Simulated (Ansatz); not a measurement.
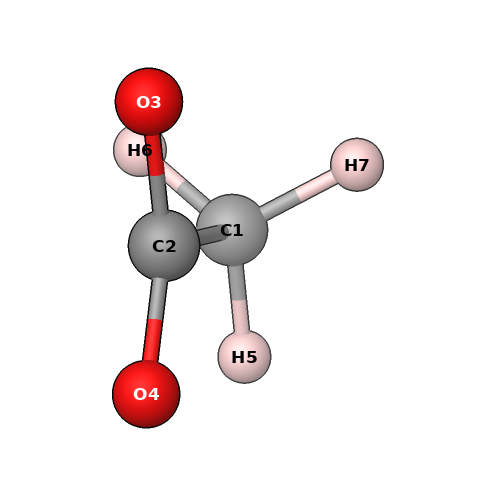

The picture comes from a calculation with Ansatz.

C1 lies behind C2. The molecule seen a little off the C2–C1 bond, C2 in front. Atoms fade into the background with distance from the viewer. Charge 0, doublet. Geometry: atoms displaced at random (about 0.015 Å) from a stationary point of GFN2-xTB.

What is the torsion angle O3–C2–C1–H5? The sign is positive where the front bond must turn clockwise to cover the back bond.

180°, antiperiplanar (anti).
